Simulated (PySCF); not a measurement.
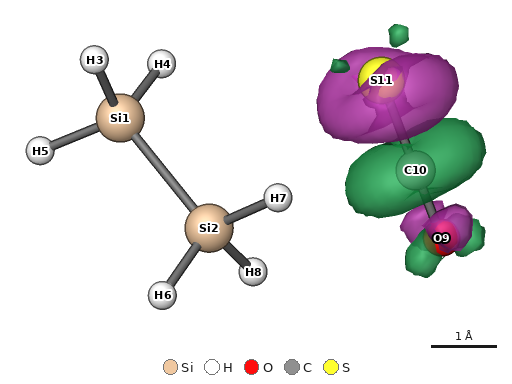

*CH$_{6}$OSSi$_{2}$, SMILES `[SiH3][SiH3].O=C=S`. Unrelaxed difference density of S₁ less the ground state (CIS singlet states), ±0.04 e/Å³; green: gain, purple: loss.*

Level of theory: HF/def2-SVP (PySCF), at a geometry from GFN2-xTB. The pair's geometry is semi-empirical, so its contact may be too short or too long. GFN2-xTB bond lengths at metals and heavier atoms can be off by up to 0.1 Å and shapes distorted, which carries into these values. Without diffuse functions Rydberg states are missing, so the states' numbers hold for this basis only.

### How does the charge move on excitation?

0.51 e is displaced in all, of which about 0.3 e passes between atoms: S11 (0.33 e) loses electrons and C10 (0.31 e) gains them. The state: 6.31 eV (196 nm), f = 0.000 (dark); the leading pair carries 63 %; hole on S11 (66 %), O9 (21 %) and C10 (12 %), electron on C10 (42 %), S11 (34 %) and O9 (23 %) (shares are of the whole state, not of the leading pair alone); their centroids lie 0.5 Å apart.
